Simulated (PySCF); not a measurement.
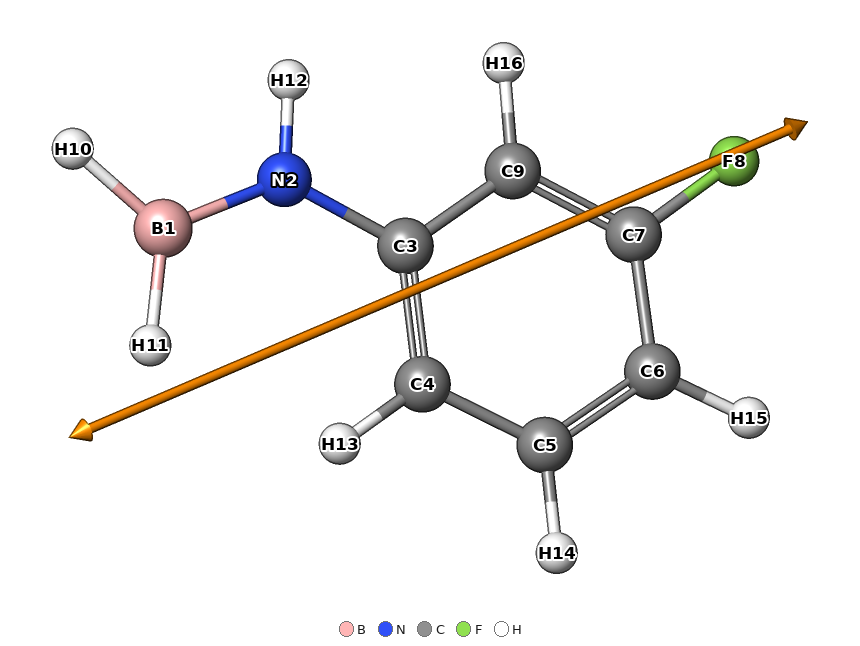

The double arrow shows the direction of the transition dipole to excited singlet state 3 (its length means nothing). The computed structure is the end point of a PBE0-D3(BJ)/def2-SVP optimisation. No frequency run is at hand to confirm it as a minimum. Properties computed with TDDFT B3LYP/def2-SVPD, vertical, IEF-PCM chloroform (non-equilibrium linear response), core orbitals frozen in the response (PySCF 2.14.0).

Question: How is the transition polarised?

Answer: In the molecular plane, nearly parallel to the B1–N2 bond.

Question: Where does the transition lie, and how strong is it?

Answer: 5.79 eV (214 nm), oscillator strength 0.36, mainly HOMO−1 → LUMO (weight 0.58); transition dipole 4.05 D.
